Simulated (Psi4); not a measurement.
**NSF3 (thiazyl trifluoride) at B3LYP/6-31G(d) (Cartesian functions)**

What is the energy change on altering one bond length of NSF3 (thiazyl trifluoride) at B3LYP/6-31G* (Cartesian functions)? 

The calculation is run with Psi4 1.11.

2 further runs of the same task are left out: 1 that didn't finish, 1 set aside as unsound or not needed.

## Step 1: The system as given

The species is NSF3 (5 atoms), meant as a singlet with charge 0. SMILES: `N#S(F)(F)F`. Geometry: relaxed at PBE0-D4/def2-TZVP.

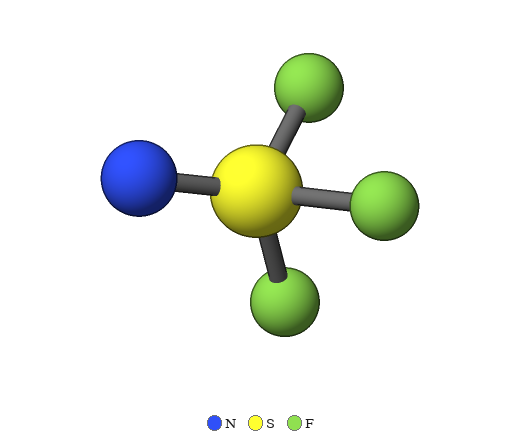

Viewed from a chosen angle; nitrogen blue, sulfur yellow, fluorine green.

## Step 2: Energy and forces at B3LYP/6-31G(d) (Cartesian functions)

Contents of calc.inp:

```
memory 1600 MB

molecule m {
  0 1
  N     -0.349630    -0.004150     1.591380
  S     -0.047340    -0.000560     0.215490
  F      1.023370    -0.939300    -0.408980
  F     -1.108620    -0.317610    -0.875740
  F      0.482210     1.261610    -0.522150
  symmetry c1
  no_reorient
  no_com
}

set basis 6-31G*
set reference rks
set puream false
set e_convergence 1e-09
set d_convergence 1e-08
set scf_type pk
set dft_radial_points 99
set dft_spherical_points 590

e, wfn = gradient('b3lyp', return_wfn=True)
oeprop(wfn, 'DIPOLE', 'MAYER_INDICES', 'WIBERG_LOWDIN_INDICES', title='B3LYP')
```

Started as:

```console
$ psi4 calc.inp calc.out -n 1
```

calc.out:

```text
[...]
  Running in c1 symmetry.
[...]
  Nuclear repulsion =  284.226728899419868
[...]
  Multiplicity = 1
[...]
  Nalpha       = 25
  Nbeta        = 25
[...]
    Number of basis functions: 79
[...]
   @RKS iter   1:  -751.90967601437592    6.90561e-01   1.21720e-02 ADIIS/DIIS
[...]
   @RKS iter  11:  -752.30090726300887   -8.18545e-12   9.92849e-09 DIIS
[...]
    Orbital Energies [Eh]
    ---------------------
    Doubly Occupied:
       1A    -89.199352     2A    -24.790502     3A    -24.790499
       4A    -24.790494     5A    -14.365447     6A     -8.223515
       7A     -6.187508     8A     -6.187508     9A     -6.185980
      10A     -1.368798    11A     -1.281218    12A     -1.281216
      13A     -0.980213    14A     -0.743029    15A     -0.640522
      16A     -0.640522    17A     -0.554907    18A     -0.532179
      19A     -0.532177    20A     -0.486801    21A     -0.486800
      22A     -0.470446    23A     -0.399666    24A     -0.335502
      25A     -0.335501
[...]
  @RKS Final Energy:  -752.30090726300887
   => Energetics <=
    Nuclear Repulsion Energy =            284.2267288994198680
    One-Electron Energy =               -1604.5246875814605119
    Two-Electron Energy =                 619.7046930576786963
    DFT Exchange-Correlation Energy =     -51.7076416386469404
    Empirical Dispersion Energy =           0.0000000000000000
    VV10 Nonlocal Energy =                  0.0000000000000000
    Total Energy =                       -752.3009072630088667
[...]
  -Total Gradient:
     Atom            X                  Y                   Z
    ------   -----------------  -----------------  -----------------
       1        0.007836254123     0.000091835830    -0.035674904218
       2        0.004310107502     0.000052219876    -0.019598110882
       3       -0.023134544168     0.020117010527     0.014302018366
       4        0.022573997005     0.006805571864     0.024290961856
       5       -0.011551396954    -0.027064905026     0.016727998853
[...]
 Multipole Moments:
 ------------------------------------------------------------------------------------
     Multipole            Electronic (a.u.)      Nuclear  (a.u.)        Total (a.u.)
 ------------------------------------------------------------------------------------
 L = 1.  Multiply by 2.5417464519 to convert [e a0] to [Debye]
 Dipole X            :         -0.5220380            0.6950224            0.1729843
 Dipole Y            :         -0.0060420            0.0081069            0.0020649
 Dipole Z            :          2.3767177           -3.1640251           -0.7873074
 Magnitude           :                                                    0.8060898
[...]
```

It took 12 s on 1 thread of Intel Xeon 6975P-C (Granite Rapids), shared host; peak memory 0.84 GiB.

## Step 3: The distorted shape at the same level

Contents of input.json:

```json
{
  "schema_name": "qcschema_input",
  "schema_version": 1,
  "molecule": {
    "schema_name": "qcschema_molecule",
    "schema_version": 2,
    "symbols": ["N", "S", "F", "F", "F"],
    "geometry": [-1.86154653, -2.87001966, 4.67999179, -1.29030122, -2.86323555, 2.07993651, 0.73304744, -4.63719705, 0.89985923, -3.29582976, -3.46237321, 0.01781067, 0.91124483, 2.38409738, -0.9867205],
    "molecular_charge": 0,
    "molecular_multiplicity": 1,
    "fix_symmetry": "c1"
  },
  "driver": "gradient",
  "model": {
    "method": "b3lyp",
    "basis": "6-31G*"
  },
  "keywords": {
    "reference": "rks",
    "puream": false,
    "e_convergence": 1e-09,
    "d_convergence": 1e-08,
    "scf_type": "pk",
    "dft_radial_points": 99,
    "dft_spherical_points": 590
  }
}
```

Started as:

```console
$ psi4 --qcschema input.json -n 1 --memory 1600MB
```

stdout:

```text
[...]
  Running in c1 symmetry.
[...]
  Nuclear repulsion =  236.845827002925745
[...]
  Multiplicity = 1
[...]
  Nalpha       = 25
  Nbeta        = 25
[...]
    Number of basis functions: 79
[...]
   @RKS iter   1:  -751.52854220313702    5.46870e-01   1.33822e-02 ADIIS/DIIS
[...]
   @RKS iter  21:  -752.12548028095182   -1.59162e-12   2.63294e-09 DIIS
[...]
    Orbital Energies [Eh]
    ---------------------
    Doubly Occupied:
       1A    -89.182599     2A    -24.827348     3A    -24.827346
       4A    -24.626017     5A    -14.446311     6A     -8.219709
       7A     -6.183681     8A     -6.183658     9A     -6.178804
      10A     -1.372653    11A     -1.311687    12A     -1.042543
      13A     -1.037972    14A     -0.759492    15A     -0.657743
      16A     -0.610830    17A     -0.575307    18A     -0.534048
      19A     -0.513924    20A     -0.485489    21A     -0.429474
      22A     -0.395206    23A     -0.310095    24A     -0.310067
      25A     -0.304143
[...]
  @RKS Final Energy:  -752.12548028095182
   => Energetics <=
    Nuclear Repulsion Energy =            236.8458270029257449
    One-Electron Energy =               -1510.4191116909314587
    Two-Electron Energy =                 573.0305352662113592
    DFT Exchange-Correlation Energy =     -51.5827308591573868
    Empirical Dispersion Energy =           0.0000000000000000
    VV10 Nonlocal Energy =                  0.0000000000000000
    Total Energy =                       -752.1254802809518196
[...]
 Multipole Moments:
 ------------------------------------------------------------------------------------
     Multipole            Electronic (a.u.)      Nuclear  (a.u.)        Total (a.u.)
 ------------------------------------------------------------------------------------
 L = 1.  Multiply by 2.5417464519 to convert [e a0] to [Debye]
 Dipole X            :          0.0808817           -0.6142562           -0.5333745
 Dipole Y            :         -0.9270694           -0.6485826           -1.5756519
 Dipole Z            :         -1.6041548            1.9417754            0.3376206
 Magnitude           :                                                    1.6973965
[...]
  -Total Gradient:
     Atom            X                  Y                   Z
    ------   -----------------  -----------------  -----------------
       1        0.019333163155     0.003504347382    -0.083639522168
       2       -0.027458032101    -0.056505733370     0.050161410518
       3       -0.026653650416     0.024851823212     0.015909463545
       4        0.027040451506     0.009193864281     0.027665384679
       5        0.007750690464     0.018979127977    -0.010123015673
[...]
```

The result, in JSON:

```text
{
 "driver": "gradient",
 "model": {
  "method": "b3lyp",
  "basis": "6-31G*"
 },
 "success": true,
 "return_result": [0.019333163155326044, 0.003504347382286036, -0.08363952216787673, -0.027458032100925567, -0.05650573337040016, 0.050161410518203386, -0.02665365041559875, 0.02485182321151841, 0.015909463545032476, 0.027040451505918772, 0.009193864281208289, 0.027665384679426197, 0.007750690464426754, 0.018979127976551824, -0.01012301567276743],
 "properties": {
  "calcinfo_nbasis": 79,
  "calcinfo_nmo": 79,
  "calcinfo_nalpha": 25,
  "calcinfo_nbeta": 25,
  "calcinfo_natom": 5,
  "nuclear_repulsion_energy": 236.84582700292574,
  "return_energy": -752.1254802809518,
  "return_gradient": [0.019333163155326044, 0.003504347382286036, -0.08363952216787673, -0.027458032100925567, -0.05650573337040016, 0.050161410518203386, -0.02665365041559875, 0.02485182321151841, 0.015909463545032476, 0.027040451505918772, 0.009193864281208289, 0.027665384679426197, 0.007750690464426754, 0.018979127976551824, -0.01012301567276743],
  "scf_one_electron_energy": -1510.4191116909315,
  "scf_two_electron_energy": 573.0305352662114,
  "scf_xc_energy": -51.58273085915739,
  "scf_dipole_moment": [-0.533374518808601, -1.575651925021199, 0.33762056718656086],
  "scf_total_energy": -752.1254802809518,
  "scf_total_gradient": [0.019333163155326044, 0.003504347382286036, -0.08363952216787673, -0.027458032100925567, -0.05650573337040016, 0.050161410518203386, -0.02665365041559875, 0.02485182321151841, 0.015909463545032476, 0.027040451505918772, 0.009193864281208289, 0.027665384679426197, 0.007750690464426754, 0.018979127976551824, -0.01012301567276743],
  "scf_iterations": 21
 }
}
```

Wall time 15 s (1 thread of Intel Xeon 6975P-C (Granite Rapids), shared host); peak memory 0.75 GiB.

## Step 4: Results

Level: B3LYP/6-31G* (Cartesian functions).

| quantity | value |
| --- | --- |
| first shape: total energy | -752.30091 Eh |
| first shape: dipole moment | 2.05 D |
| first shape: HOMO energy | -9.13 eV |
| first shape: LUMO energy | -1.16 eV |
| first shape: HOMO–LUMO gap | 7.97 eV |
| first shape: largest force on an atom | 1.878 eV/Å |
| distorted shape: total energy | -752.12548 Eh |
| distorted shape: dipole moment | 4.31 D |
| distorted shape: HOMO energy | -8.28 eV |
| distorted shape: LUMO energy | -6.96 eV |
| distorted shape: HOMO–LUMO gap | 1.32 eV |
| distorted shape: largest force on an atom | 4.418 eV/Å |
| energy change with the S2–F5 bond stretched from 1.555 to 3.421 Å | 4.774 eV |

In words: One bond (distorted shape) is far stretched, which a spin-restricted single reference describes badly; a broken-symmetry solution may lie lower. With the S2–F5 bond stretched from 1.555 to 3.421 Å the energy rises by 4.77 eV (461 kJ/mol). The first shape isn't relaxed at this level, so the change isn't measured from a minimum. A restricted reference can't describe the breaking bond well at this length. The largest force (first shape) is 1.88 eV/Å: the shape isn't a stationary point for this species at this level.
